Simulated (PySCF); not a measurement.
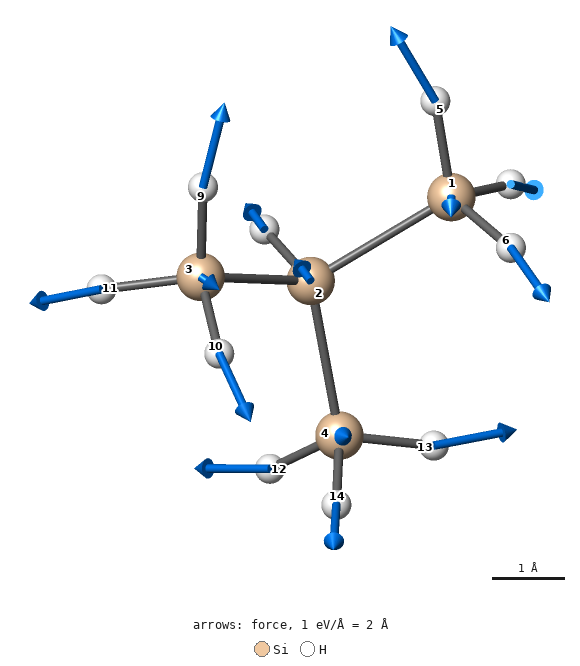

Starting geometry of Si₄H₁₀ with the computed forces as blue arrows. Style: ball-and-stick. Shown at a tilt.

The start comes from GFN2-xTB.

Computed with PBE0-D3(BJ)/def2-SVP geometry optimisation, gas phase in PySCF. 

### What follows when this structure is relaxed?

It isn't relaxed: the largest force vector, on an H atom, is 0.66 eV/Å. The final displacements have little in common with the starting forces (cosine between the two patterns −0.02). The largest move after the best rigid fit is that of an H atom, 0.65 Å. By element the largest moves are H 0.65 Å, Si 0.18 Å. Among the contacts that change: H–Si 1.465 → 1.495 Å, Si–Si 2.328 → 2.345 Å, H–Si 1.485 → 1.499 Å. Among the angles between lasting bonds that change: Si–Si–Si 113.9° → 109.1°, Si–Si–H 105.3° → 109.9°, Si–Si–H 105.7° → 109.9°. Groups turn about Si–Si by about 30°, Si–Si by about 25°. After 12 geometry steps the energy has fallen by 19.6 kJ/mol.
